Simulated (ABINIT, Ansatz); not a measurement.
# BaSrSn2O6 (P4/mmm): G0W0 with ABINIT, start to end, part 3 of 3

How does a plane-wave GW calculation on BaSrSn2O6 (P4/mmm) run from the first input to the gap?

ABINIT 10.8.3; LDA and many-body steps on it, plane waves. Known limits of the many-body steps: not at the basis limit; no spin-orbit coupling; coarse k mesh.

So far. Step 4 (Empty states on the mesh, 2×2×1 mesh, 129 bands): On this mesh the gap is 0.507 eV. Step 5 (Screening, 2×2×1 mesh, 119 bands, screening to 98 eV): Local fields lower ε∞ by 7 %. On a Γ-centred mesh this coarse the value itself is usually too large, while a short band sum pulls it down.

### Step 6. Self-energy, 2×2×1 mesh, 119 bands, screening to 98 eV

The self-energy is evaluated for the states that the input lists, and the levels follow from it, in one-shot runs by the linearised quasiparticle equation.

This step: G0W0 on LDA, plane waves, norm-conserving pseudopotentials.

Contents of run.abi:

```
acell 3*1.0 Angstrom
rprim 
  4.146422000000 0.000000000000 0.000000000000
  0.000000000000 4.146422000000 0.000000000000
  0.000000000000 0.000000000000 8.294893000000
ntypat 4
znucl 56 38 50 8
natom 10
typat 1 2 3 3 4 4 4 4 4 4
xred 
  0.500000000000 0.500000000000 0.000000000000
  0.500000000000 0.500000000000 0.500000000000
  0.000000000000 0.000000000000 0.747206000000
  0.000000000000 0.000000000000 0.252794000000
  0.000000000000 0.000000000000 0.000000000000
  0.000000000000 0.000000000000 0.500000000000
  0.000000000000 0.500000000000 0.256664000000
  0.000000000000 0.500000000000 0.743336000000
  0.500000000000 0.000000000000 0.743336000000
  0.500000000000 0.000000000000 0.256664000000
pp_dirpath "pseudos"
pseudos "Ba.upf, Sr.upf, Sn.upf, O.upf"
ecut 42
ngkpt 2 2 1
nshiftk 1
shiftk 0 0 0
kptopt 1
chksymbreak 0
istwfk *1
occopt 1
irdwfk 1
optdriver 4
nband 119
gwcalctyp 0
ecutsigx 42
symsigma 1
nkptgw 2
kptgw 
  0.5000000000 0.5000000000 0.0000000000
  0.0000000000 0.0000000000 0.0000000000
bdgw 
  49 53
  49 52
ecuteps 3.6
irdscr 1
ppmodel 1
indata_prefix "in"
outdata_prefix "out"
tmpdata_prefix "tmp"
```

On the command line:

```sh
$ OMP_NUM_THREADS=1 mpirun -n 4 abinit run.abi > log
```

Numbers of over 12 decimals in the logs are rounded to 6 here.

The log of the run:

```text
.Version 10.8.3 of ABINIT. v10.8.2 released Aug 2026.

 Symmetries : space group P4/m m m (#123); Bravais tP (primitive tetrag.)
[... echo of the input left out ...]
== DATASET  1 ==================================================================
-   mpi_nproc: 4, omp_nthreads: 1 (-1 if OMP is not activated)

--- !DatasetInfo
iteration_state: {dtset: 1, }
dimensions: {natom: 10, nkpt: 3, mband: 119, nsppol: 1, nspinor: 1, nspden: 1, mpw: 12558, }
cutoff_energies: {ecut:  42.0, pawecutdg:  -1.0, }
electrons: {nelect:   1.00000000E+02, charge:   0.00000000E+00, occopt:   1.00000000E+00, tsmear:   1.00000000E-02, }

 SIGMA: Calculation of the GW corrections

 Based on a program developped by R.W. Godby, V. Olevano, G. Onida, and L. Reining.
 Incorporated in ABINIT by V. Olevano, G.-M. Rignanese, and M. Torrent.
.Using double precision arithmetic ; gwpc =  8

[... cell and pseudopotentials left out ...]
--------------------------------------------------------------------------------

 ==== K-mesh for the wavefunctions ====
 Number of points in the irreducible wedge :     3
[... list of points left out ...]
 Together with 16 symmetry operations and time-reversal symmetry
 yields     4 points in the full Brillouin Zone.

 ==== Q-mesh for screening function ====
 Number of points in the irreducible wedge :     3
[... list of points left out ...]
 Together with 16 symmetry operations and time-reversal symmetry
 yields     4 points in the full Brillouin Zone.

 vcoul_init : cutoff-mode = AUXILIARY_FUNCTION
 q-points for optical limit:   1
     1)      0.000010    0.000020    0.000030
 setmesh: FFT mesh size selected  =    45x   45x   96
          total number of points  =       194400

 Number of electrons calculated from density =  100.0000; Expected =  100.0000
 average of density, n =  0.103907
 r_s =    1.3195
 omega_plasma =   31.0941 [eV]

 === KS Band Gaps ===
  >>>> For spin  1
   Minimum direct gap =   1.1739 [eV], located at k-point      :   0.0000  0.0000  0.0000
   Fundamental gap    =   0.5069 [eV], Top of valence bands at :   0.5000  0.5000  0.0000
                                       Bottom of conduction at :   0.0000  0.0000  0.0000
 SIGMA fundamental parameters:
 PLASMON POLE MODEL  1
 number of plane-waves for SigmaX                12537
 number of plane-waves for SigmaC and W            321
 number of plane-waves for wavefunctions         12537
 number of bands                                   119
 number of independent spin polarizations            1
 number of spinorial components                      1
 number of k-points in IBZ                           3
 number of q-points in IBZ                           3
 number of symmetry operations                      16
 number of k-points in BZ                            4
 number of q-points in BZ                            4
 number of frequencies for dSigma/dE                 9
 frequency step for dSigma/dE [eV]                0.25
 number of omega for Sigma on real axis              0
 max omega for Sigma on real axis  [eV]           0.00
 zcut for avoiding poles [eV]                     0.10

 EPSILON^-1 parameters (SCR file):
 dimension of the eps^-1 matrix on file            321
 dimension of the eps^-1 matrix used               321
 number of plane-waves for wavefunctions         12537
 number of bands                                   119
 number of q-points in IBZ                           3
 number of frequencies                               2
 number of real frequencies                          1
 number of imag frequencies                          1

 matrix elements of self-energy operator (all in [eV])

 Perturbative Calculation

--- !SelfEnergy_ee
iteration_state: {dtset: 1, }
kpoint     : [   0.500,    0.500,    0.000, ]
spin       : 1
KS_gap     :    5.039
QP_gap     :    6.352
Delta_QP_KS:    1.313
data: !SigmaeeData |
     Band     E0 <VxcDFT>   SigX SigC(E0)      Z dSigC/dE  Sig(E)    E-E0       E
       49   6.197 -19.670 -25.394   5.895   0.759  -0.317 -19.540   0.130   6.327
       50   6.197 -19.670 -25.394   5.895   0.759  -0.317 -19.540   0.130   6.327
       51  11.236 -12.885  -7.392  -3.742   0.824  -0.213 -11.442   1.443  12.679
       52  11.299 -12.538  -7.028  -3.776   0.826  -0.210 -11.104   1.433  12.732
       53  11.299 -12.538  -7.028  -3.776   0.826  -0.210 -11.104   1.433  12.732

--- !SelfEnergy_ee
iteration_state: {dtset: 1, }
kpoint     : [   0.000,    0.000,    0.000, ]
spin       : 1
KS_gap     :    1.174
QP_gap     :    2.717
Delta_QP_KS:    1.543
data: !SigmaeeData |
     Band     E0 <VxcDFT>   SigX SigC(E0)      Z dSigC/dE  Sig(E)    E-E0       E
       49   5.530 -19.260 -24.768   5.670   0.761  -0.314 -19.137   0.123   5.652
       50   5.530 -19.260 -24.768   5.670   0.761  -0.314 -19.137   0.123   5.652
       51   6.704 -17.056 -12.135  -2.878   0.815  -0.226 -15.390   1.666   8.369
       52  10.715 -19.486 -14.199  -2.864   0.793  -0.261 -17.564   1.922  12.636

== END DATASET(S) ==============================================================
================================================================================

 -outvars: echo values of variables after computation  --------
           etotal      0.0000000000E+00
            nband         119
             nkpt           3
          spgroup         123
 [... the other variables as echoed above ...]

 Calculation completed.
```

The job ended after 12 s (4 MPI ranks of Intel Xeon Platinum 8488C (Sapphire Rapids), shared host; peak memory 1.3 GiB).

This step gave:

```yaml
g0w0_gap_on_the_points_computed: 2.042 eV
starting_gap_on_the_mesh: 0.5069 eV
k_of_the_valence_top: 0.5, 0.5, 0
k_of_the_conduction_bottom: 0, 0, 0
z_at_the_valence_top: 0.759
z_at_the_conduction_bottom: 0.815
least_direct_g0w0_gap_on_the_computed_points: 2.717 eV
```

The gap on the mesh goes from 0.51 eV to 2.04 eV, a correction of +1.54 eV.

Limits: finite bands, cutoff and mesh; no spin-orbit coupling; coarse k mesh. v1 is the top filled band, c1 the lowest empty one. The levels before and after the correction (eV, zero at the valence-band top of each column):

|  | conduction bottom | valence top |
| --- | --- | --- |
| Kohn-Sham | 0.51 | 0.00 |
| G0W0 | 2.04 | 0.00 |

|  | level | energy (eV) |
| --- | --- | --- |
| Kohn-Sham | (0.5 0.5 0) v2-v1 | 0.000 |
| Kohn-Sham | (0.5 0.5 0) c1 | 5.039 |
| Kohn-Sham | (0.5 0.5 0) c2-c3 | 5.102 |
| Kohn-Sham | Γ v2-v1 | -0.667 |
| Kohn-Sham | Γ c1 | 0.507 |
| Kohn-Sham | Γ c2 | 4.518 |
| G0W0 | (0.5 0.5 0) v2-v1 | 0.000 |
| G0W0 | (0.5 0.5 0) c1 | 6.352 |
| G0W0 | (0.5 0.5 0) c2-c3 | 6.405 |
| G0W0 | Γ v2-v1 | -0.675 |
| G0W0 | Γ c1 | 2.042 |
| G0W0 | Γ c2 | 6.309 |

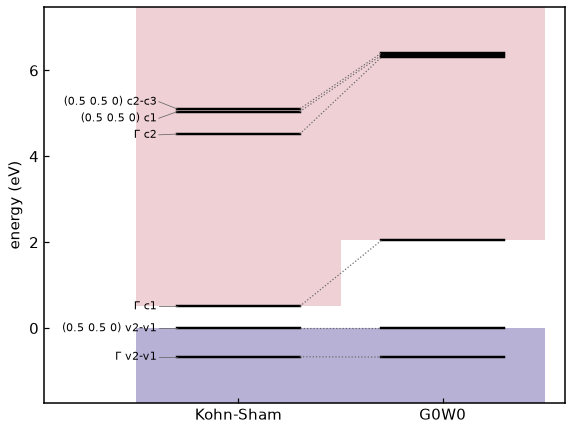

Levels before and after the correction. Shaded: valence and conduction bands.

### Step 7. Where the time went

Times are wall times on 4 MPI ranks of Intel Xeon Platinum 8488C (Sapphire Rapids), shared host, good to a factor of about two.

| step | time | share | memory (GiB) |
| --- | --- | --- | --- |
| ground state | 9 min | 52 % | 0.83 |
| bands along the symmetry lines | 5.4 min | 31 % | 0.84 |
| empty states on the mesh | 97 s | 9 % | 0.5 |
| screening | 69 s | 7 % | 1.7 |
| self-energy | 12 s | 1 % | 1.3 |

### Step 8. What came out

- LDA gap: 0.51 eV, indirect
- G0W0 gap on the mesh: 2.04 eV
- GW settings: 2×2×1 mesh, 119 bands, screening to 98 eV, Godby-Needs plasmon pole
- known limits: not at the basis limit; no spin-orbit coupling; coarse k mesh

G0W0 moves the gap on the mesh from 0.51 eV to 2.04 eV (+1.54 eV), with Z of 0.76 and 0.81 at the edges. Local fields lower the RPA ε∞ on this mesh from 19.46 to 18.04; a Γ-centred mesh this coarse tends to raise both, most where the direct gap is narrow, while a short band sum lowers them. Only 2 of the mesh's irreducible points were corrected, so a valley elsewhere could overtake. The dearest step here is «ground state». Bands and cutoff are finite, so the gap is not at the basis limit. The miss can reach some tenths of an eV and take either sign; the mesh is an error of its own. In the G0W0 run levels were corrected at 2 k points alone, so a gap called «on the mesh» is the least over those, and an edge elsewhere would be missed. The 2×2×1 mesh is coarse for this cell, which bears on the long-range parts of exchange and screening. The many-body steps are scalar-relativistic: spin-orbit coupling is not in them.

[Paths, hosts, dates, memory and timing lines, banners, echoed tables and standing remarks are left out of the program output.]

[Logs are printed without paths, hosts, clocks, repeated set-up lines and the standing remarks that a program may print on its own settings, such as how far it seeks lower states.]

[Runs of the session that timed out or met a known fault of the program may be left out.]

[Hosts, paths, dates, database ids (printed as entryN), source tags and the programs' standing remarks are cut or masked in the printed files.]

[G0W0 gaps are taken among the corrected bands and points alone; a level outside them can change the order at an edge.]

[Where Ansatz stands beside ABINIT at settings called matched, ABINIT's density can come from a denser mesh and the files from another edition; pairs whose starting gaps differed by over 0.03 eV were left out, so agreement reads better than it is.]
